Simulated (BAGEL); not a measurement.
# PH3 (phosphine): FCI/STO-3G (density fitting with qzvpp-jkfit)

What is the vertical singlet–triplet gap of PH3 (phosphine) at FCI/STO-3G (density fitting with qzvpp-jkfit)? 

The results are computed with BAGEL 1.2.2.

3 further runs of the same task are left out: 1 that didn't finish, 2 set aside as unsound or not needed. Runs told in other sessions of the task aren't counted.

## 1. The structure to begin with

PH3: 4 atoms, total charge 0, spin state singlet. SMILES: `P`. Geometry: relaxed at PBE0-D4/def2-TZVP.

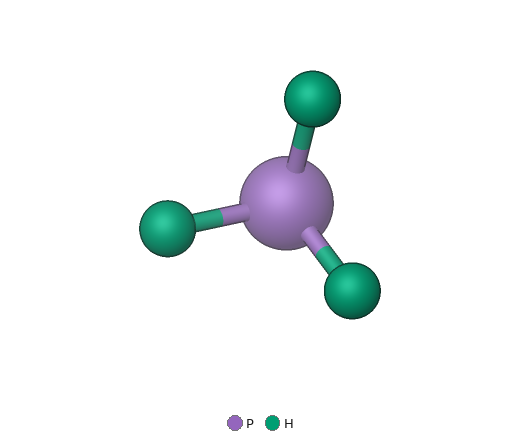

Viewed from a chosen angle; phosphorus purple, hydrogen teal.

## 2. The energy at FCI/STO-3G (density fitting with qzvpp-jkfit)

File job.json:

```json
{ "bagel" : [

{
  "title" : "molecule",
  "basis" : "sto-3g",
  "df_basis" : "qzvpp-jkfit",
  "angstrom" : true,
  "geometry" : [
    { "atom" : "P", "xyz" : [    0.346000,   -0.326500,   -0.332800 ] },
    { "atom" : "H", "xyz" : [    0.630900,   -0.034000,    1.027000 ] },
    { "atom" : "H", "xyz" : [   -1.005500,   -0.663000,   -0.057200 ] },
    { "atom" : "H", "xyz" : [    0.028700,    1.023500,   -0.636900 ] }
  ]
},
{
  "title" : "hf",
  "charge" : 0
},
{
  "title" : "fci",
  "nstate" : 1,
  "charge" : 0,
  "ncore" : 5
}

]}
```

On the command line:

```bash
BAGEL_NUM_THREADS=1 BAGEL job.json > job.out
```

Standard output:

```text
* using 1 threads per process

  ===============================================================
  ===============================================================

  *** Geometry ***

  { "atom" : "P", "xyz" : [      0.653845,     -0.616996,     -0.628901 ] },
  { "atom" : "H", "xyz" : [      1.192228,     -0.064251,      1.940749 ] },
  { "atom" : "H", "xyz" : [     -1.900120,     -1.252888,     -0.108092 ] },
  { "atom" : "H", "xyz" : [      0.054235,      1.934135,     -1.203567 ] },

  Number of auxiliary basis functions:      182

  Since a DF basis is specified, we compute 2- and 3-index integrals:
    o Being stored without compression. Storage requirement is 0.000 GB

  Number of basis functions:       12
  Number of electrons      :       18

    * METHOD: MOLECULE                             0.03

  *** RHF ***

  === Nuclear Repulsion ===
    17.5426218416

      * DIIS with orbital gradients will be used.

  === RHF iteration (sto-3g) ===
      0       -338.63191593          0.00475044           0.00
      1       -338.63370495          0.00091495           0.00
      2       -338.63384148          0.00026980           0.00
      3       -338.63385442          0.00001982           0.00
      4       -338.63385449          0.00000036           0.00
      5       -338.63385449          0.00000002           0.00
      6       -338.63385449          0.00000000           0.00
    * SCF iteration converged.

    * Permanent dipole moment:
           (    0.124026,    -0.117085,    -0.119217) a.u.

    * METHOD: HF                                   0.04

  ---------------------------
        FCI calculation
  ---------------------------

  Performs exactly the same way as Knowles & Handy 1984 CPL

  o alpha-beta strings
      length:            70
  o size of the space
      determinant space:  1225
      spin-adapted space: 490

  o single displacement lists (alpha)
      length:           560
  o single displacement lists (beta)
      length:           560

     guess   0:   closed 1111...              open .......

  === FCI iteration ===

      0  0      -338.63385449     8.25e-03      0.00
      1  0      -338.69404116     2.36e-03      0.00
      2  0      -338.69727483     5.22e-04      0.00
      3  0      -338.69741835     1.02e-04      0.00
      4  0      -338.69742511     2.80e-05      0.00
      5  0      -338.69742554     5.65e-06      0.00
      6  0      -338.69742555     1.07e-06      0.00
      7  0      -338.69742556     2.15e-07      0.00
      8  0      -338.69742556     4.71e-08      0.00
      9  0      -338.69742556     1.19e-08      0.00
     10  0      -338.69742556     2.38e-09      0.00
     11  0      -338.69742556     4.50e-10      0.00
     12  0      -338.69742556     1.08e-10      0.00
     13  0 *    -338.69742556     2.21e-11      0.00

     * ci vector, state   0, <S^2> = -0.0000
       2222...    -0.9748826680
       22.22..     0.0810540582
       2.22.2.     0.0810367802

    * METHOD: FCI                                  0.01

  ===============================================================
```

Run time: 0.2 s. Hardware: 1 thread of Arm Neoverse V1, shared host.

## 3. The triplet

job.json: that of step 2 with these lines changed.

```diff
@@ -15,4 +15,3 @@
 {
-  "title" : "hf",
-  "charge" : 0
+  "title" : "hf"
 },
@@ -22,3 +21,4 @@
   "charge" : 0,
-  "ncore" : 5
+  "ncore" : 5,
+  "nspin" : 2
 }
```

On the command line:

```bash
BAGEL_NUM_THREADS=1 BAGEL job.json > job.out
```

Standard output:

```text
* using 1 threads per process

  ===============================================================
  ===============================================================

  *** Geometry ***

  { "atom" : "P", "xyz" : [      0.653845,     -0.616996,     -0.628901 ] },
  { "atom" : "H", "xyz" : [      1.192228,     -0.064251,      1.940749 ] },
  { "atom" : "H", "xyz" : [     -1.900120,     -1.252888,     -0.108092 ] },
  { "atom" : "H", "xyz" : [      0.054235,      1.934135,     -1.203567 ] },

  Number of auxiliary basis functions:      182

  Since a DF basis is specified, we compute 2- and 3-index integrals:
    o Being stored without compression. Storage requirement is 0.000 GB

  Number of basis functions:       12
  Number of electrons      :       18

    * METHOD: MOLECULE                             0.03

  *** RHF ***

  === Nuclear Repulsion ===
    17.5426218416

[... 10 lines left out ...]
    * SCF iteration converged.
[... 1 line left out ...]
    * Permanent dipole moment:
[... 45 lines left out ...]
     * ci vector, state   0, <S^2> = 2.0000
       222aa..    -0.9436388906
       22a2..a    -0.1291231259
       2a22a..     0.1155101754
       22a2.a.     0.1154714044
       2.2aa2.     0.0837986323
       22a2a..    -0.0755607459
       2a22.a.     0.0755298557
       22aa2..    -0.0582048093

    * METHOD: FCI                                  0.01

  ===============================================================
```

Run time: 0.2 s. Hardware: 1 thread of Arm Neoverse V1, shared host.

## 4. Summary of results

Level: FCI/STO-3G (density fitting with qzvpp-jkfit), 5 core orbitals frozen.

```
                                        quantity          value
                           singlet: total energy  -338.69743 Eh
                           triplet: total energy  -338.33577 Eh
vertical energy of the triplet above the singlet       9.841 eV
```

In words: At this shape the triplet lies 9.84 eV (227 kcal/mol) above the singlet. In a minimal basis such a difference can be off by several eV, whatever the method.
